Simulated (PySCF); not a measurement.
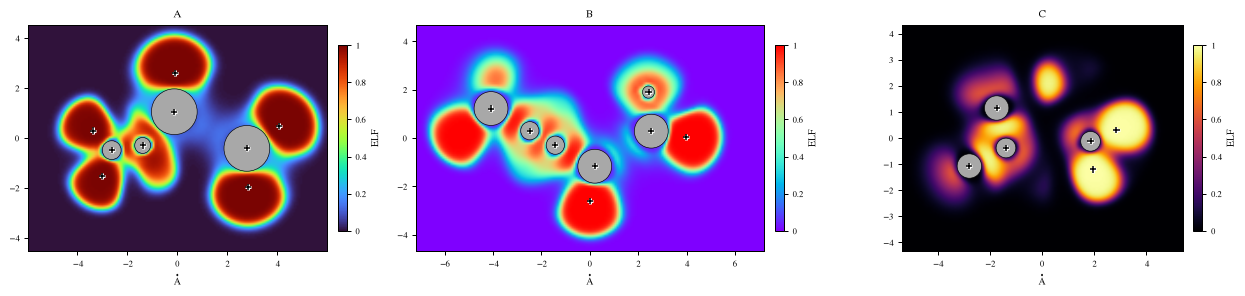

The electron localisation function of 3 systems, each on a plane through atoms (crosses mark nuclei in the plane; grey discs cover the cores).

Level of theory: PySCF, CAM-B3LYP/def2-SVPD, SCF density, gas phase.

System 1: CH5Cl2Ga2N (SMILES C=[N][GaH-]1[Cl+][GaH2-][Cl+]1), the plane of atoms H10, Ga5 and H11. Geometry: GFN2-xTB.

```xyz
11

C     2.8010   -0.4174    0.0673
N     1.5583   -0.2715   -0.0327
Ga    0.2366    1.0220    0.0183
Cl   -1.3033    0.0744    1.4304
Ga   -2.5974   -0.5423   -0.3243
Cl   -1.0968    0.3987   -1.7383
H     3.2277   -1.4201   -0.0150
H     3.5245    0.3874    0.2330
H     0.1462    2.5611    0.1793
H    -2.5865   -2.0812   -0.4847
H    -3.9049    0.2917   -0.3194
```

System 2: C4H12B2S (SMILES BC(B)SC(C)C), the plane of atoms B1, C2 and B3. Geometry: GFN2-xTB.

```xyz
19

B     1.3622    1.0896    0.4037
C     1.4128   -0.3007   -0.3319
B     2.8796   -0.7829   -0.0769
S     0.1685   -1.4517    0.3981
C    -1.4320   -0.6075    0.0542
C    -1.6436   -0.3794   -1.4347
C    -1.5641    0.6730    0.8554
H     1.4090    1.1312    1.5708
H     1.3874    2.0792   -0.2230
H     1.1908   -0.2339   -1.3968
H     3.7155   -0.4470   -0.8225
H     3.1366   -1.4381    0.8537
H    -2.1506   -1.3488    0.4165
H    -0.9930    0.4126   -1.8002
H    -1.4407   -1.2906   -1.9932
H    -2.6749   -0.0833   -1.6201
H    -1.4766    0.4718    1.9205
H    -0.7705    1.3692    0.5712
H    -2.5262    1.1464    0.6628
```

System 3: C4H9FSi3, the plane of atoms C5, Si4 and H12. Geometry: GFN2-xTB.

```xyz
17

F    -2.1458   -2.3795   -0.0754
Si   -2.6309   -0.8659    0.2358
C    -1.6463   -0.1155    1.6878
Si   -0.6964    1.0689    0.5015
C     1.0892    0.6259    0.3290
C     2.2519    0.3049    0.2181
Si    4.0247   -0.1942    0.0498
C    -1.7813    0.3797   -0.9333
H    -4.0781   -0.9795    0.2885
H    -2.2516    0.3939    2.4329
H    -1.0201   -0.8231    2.2250
H    -0.8402    2.5023    0.7810
H     4.1353   -1.1299   -1.0719
H     4.4399   -0.8325    1.3020
H     4.8172    1.0130   -0.2031
H    -2.4484    1.1140   -1.3764
H    -1.2262   -0.0706   -1.7520
```

Which map belongs to which system?

Panel A is system 1, CH5Cl2Ga2N: the plane holds C, N, Ga and H. C–N (1.26 Å): the ELF peaks at about 0.90 between the atoms (a short, multiple covalent bond). Panel B is system 3, C4H9FSi3: the plane holds F, Si, C and H. C–C (1.21 Å): the ELF peaks at about 0.90 between the atoms (a multiple bond). Panel C is system 2, C4H12B2S: the plane holds B, C and H. C–B (1.56 Å): the ELF peaks at about 0.95 between the atoms (a covalent bond).
